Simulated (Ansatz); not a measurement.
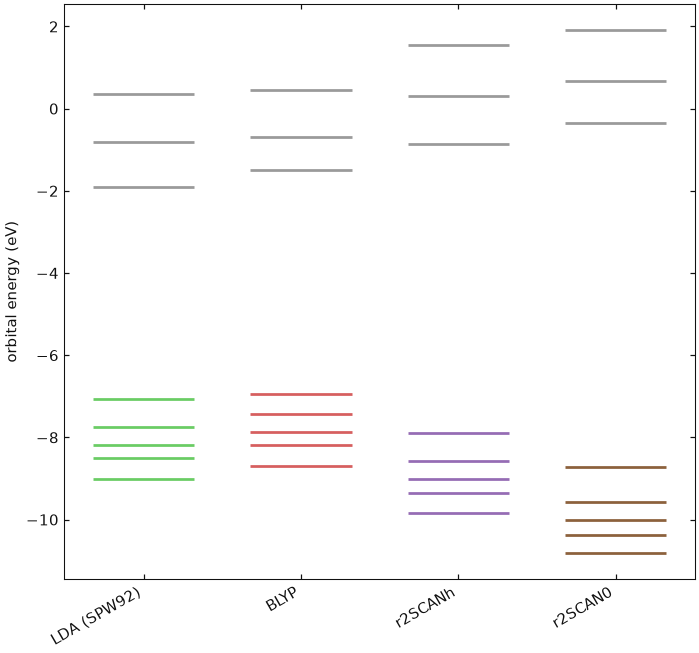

Frontier orbital energies of BSiH₅O₄, SMILES BO[Si](O)(O)O at one geometry, def2-TZVPP, the Ansatz code, at a PBE0-D4/def2-TZVP geometry (a minimum by its frequencies). Empty levels are grey, levels within 0.1 eV stand side by side; all columns show the same few orbitals around the gap.

**How do the frontier levels move from column to column?**

The separation grows from 5.15 eV (LDA (SPW92)) to 8.38 eV (r2SCAN0).

```csv
level,HOMO (eV),LUMO (eV),separation (eV)
LDA (SPW92),−7.06,−1.91,5.15
BLYP,−6.93,−1.49,5.44
r2SCANh,−7.88,−0.85,7.03
r2SCAN0,−8.72,−0.34,8.38
```

Limits of at least one run: empty levels above zero depend strongly on the basis; one conformer of a flexible molecule.
